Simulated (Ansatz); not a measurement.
# H5PSi···NH3: what the fields show

Input file:

```
crystal:
  periodic: [false, false, false]
  atoms:
    - { symbol: Si, position_ang: [0.0, 0.0, 0.0] }
    - { symbol: "N", position_ang: [0.0, 0.0, 2.17] }
    - { symbol: H, position_ang: [-0.877, -0.2713, 2.7] }
    - { symbol: H, position_ang: [0.877, 0.2713, 2.7] }
    - { symbol: H, position_ang: [1.3768, 0.0, -0.4862] }
    - { symbol: H, position_ang: [-0.6877, 1.1914, -0.4862] }
    - { symbol: H, position_ang: [-0.6877, -1.1914, -0.4862] }
    - { symbol: P, position_ang: [1.2944, -1.9656, 0.782] }
    - { symbol: H, position_ang: [0.4981, -3.1353, 0.6631] }
    - { symbol: H, position_ang: [2.4646, -2.108, -0.0096] }
    - { symbol: H, position_ang: [0.6864, -1.0423, 1.9561] }
basis:
  gaussian: { orbitals: "6-31G*" }
hamiltonian:
  xc: pbe
  dispersion: d4
relax:
  f_tol: 0.15
  max_steps: 25
  restrain:
    - { distance: [0, 7], at: 2.18, k: 30.0 }
    - { distance: [10, 1], at: 1.06, k: 30.0 }
    - { distance: [0, 1], at: 3.02, k: 30.0 }
    - { distance: [10, 7], at: 2.62, k: 30.0 }
output:
  orbitals: {}
```

Launched as:

```sh
ansatz run input.yaml --threads 1 --pin off --max-ram 2048MiB --backend cpu --events-out ev --progress --plain --runs-dir out
```

The fields are those of the run's last geometry, not of the input's.

Not at a stationary point (largest force 0.9 eV/Å).

Level of theory: RKS PBE-D4/6-31G* (Ansatz 0.2.0).

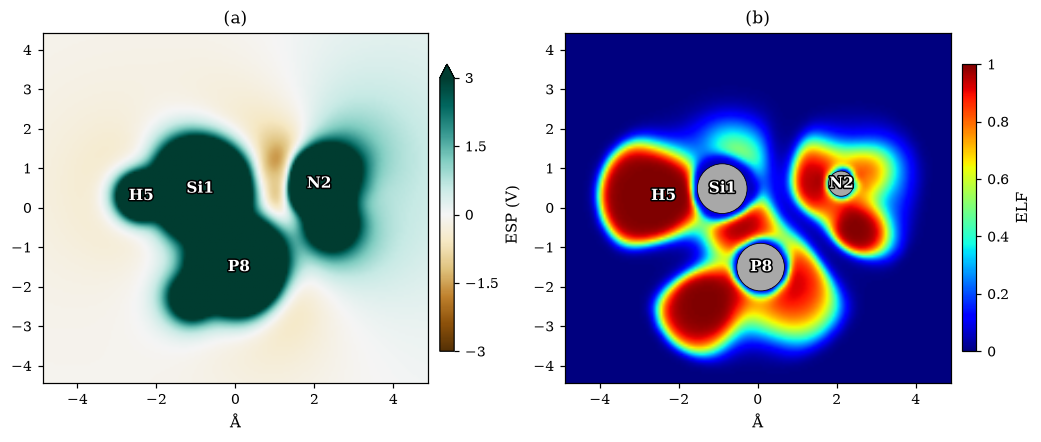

Figure 1. (a) molecular electrostatic potential; (b) electron localisation function on the plane of atoms H5, Si1 and P8. Grey discs cover the atomic cores in the ELF map.

> Read the bonding off the picture.

- The section cuts through Si, N, H and P sites.
- Si1···N2 (3.02 Å): the ELF is about 0.10 at the midpoint.
- Si–P (2.21 Å): the ELF peaks at about 0.95 between the atoms, as expected for localised, covalent bonding.
- Si–H (1.51 Å): the ELF climbs to about 1 towards the hydrogen, as it does in any bond to H.
- The ELF also peaks beside P8, away from the bonds: lone-pair regions.
- Outside the dense part of the complex the potential is most negative (−1.6 V) near N2.

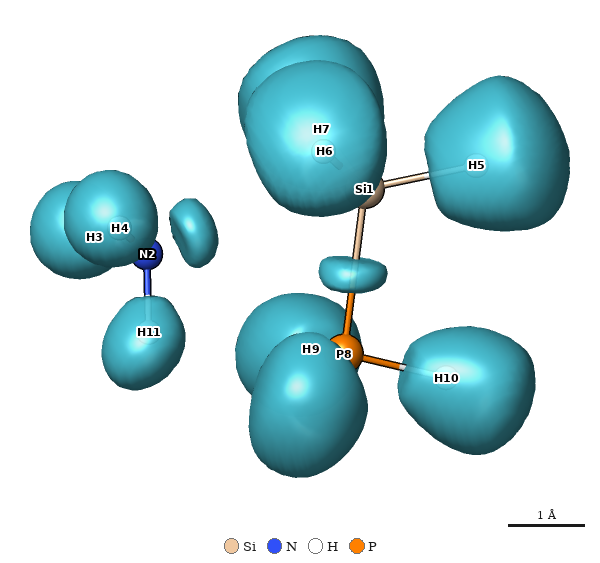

Figure 2. Isosurface of the electron localisation function at 0.9 (cyan), seen at a tilt. Core shells and regions of very low density are left out.

> Describe the localisation domains.

The ELF exceeds this value in one region between bonded P–Si atoms (shared pairs), eight regions around hydrogen nuclei, one lobe on N, pointing away from the bonds (lone pairs) and one lobe on P, pointing away from the bonds (lone pairs).

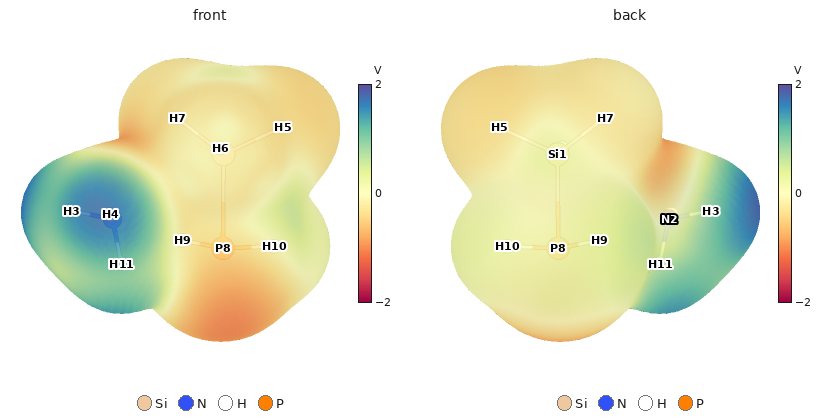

Figure 3. The electrostatic potential painted on the density surface at 0.002 e/bohr³, seen from the front and from behind; the colour scale runs from red (negative) to blue (positive).

> Which sites attract a positive test charge, and which a negative one?

A positive charge is drawn to the negative regions and a negative charge to the positive ones. The most negative region (about −1.0 V, or −23 kcal/mol for a unit charge) lies over P8, the most positive (about +1.8 V, or +42 kcal/mol for a unit charge) over H3 and H4.

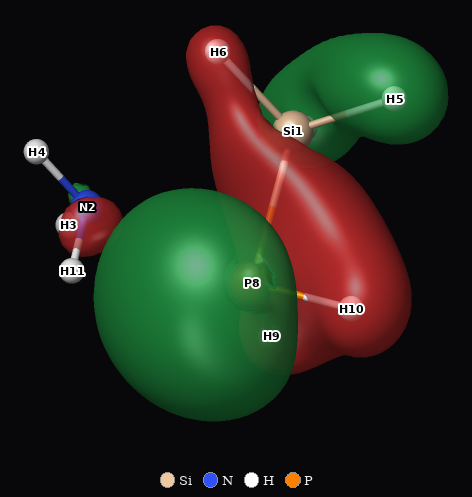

Figure 4. The HOMO at ±0.08 Å⁻³ᐟ² (green and red are the two phases), seen at a tilt.

> Describe this orbital and give its energy.

Its weight (Hirshfeld) is mainly on P8 (about 70 %) and Si1 (about 10 %); largely a lone pair of P8. Its energy is −5.89 eV.
